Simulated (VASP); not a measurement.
Band structure of RhSi (relaxed from the CsCl type structure, space group Pm-3m). Level of theory: PBEsol GGA, VASP's PBE PAW potentials (set 64) (plane waves; VASP).

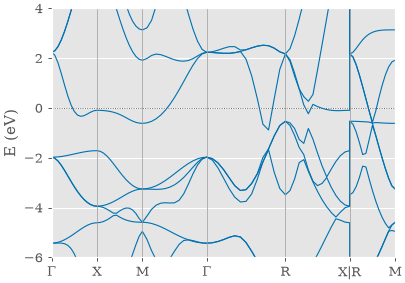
Figure. Bands along high-symmetry lines, zero at the valence-band maximum or, without a gap, the Fermi level

Question: Read the plot: is there a gap, and where are the band edges?

Answer: It has no gap at this level: it comes out as a metal or semimetal. (Edges off the drawn lines would not show.)

The structure was generated: RhSi was put into the CsCl type type (Pm-3m), which need not be its known phase. It was relaxed first, which changed the volume by -28 %. The electron count is odd and the run is not spin-polarised, which forces a metal.
